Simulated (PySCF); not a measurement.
Molecule: C4H5NO, SMILES CC(=O)CC#N. Atoms near the plane z = 0.0 Å, at the GFN2-xTB optimised geometry (x, y, z in Å): C1 (-0.6, -1.3, 0.0), C2 (0.3, 0.0, 0.0), O3 (1.5, 0.0, 0.0), C4 (-0.5, 1.3, 0.0), C5 (-1.5, 1.3, 1.0), H7 (-1.2, -1.2, -0.9), H8 (0.1, -2.1, -0.1), H9 (-1.2, -1.3, 0.9), H10 (0.2, 2.1, 0.1), H11 (-1.0, 1.4, -1.0).

Level of theory: PySCF with B3LYP/def2-TZVP. Cells within 0.4 Å of a nucleus heavier than hydrogen are left out (blank, or x). The values are rescaled to run from 0 to 1.

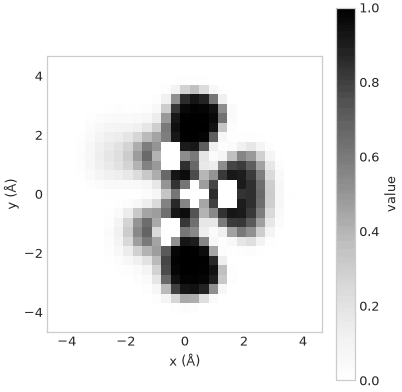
a field on the plane z = 0.0 Å.

### Question
Which quantity is mapped?
A. deformation density (molecule minus spherical neutral atoms)
B. Laplacian of the electron density
C. electron localisation function
D. an orbital amplitude

### Answer
C, electron localisation function
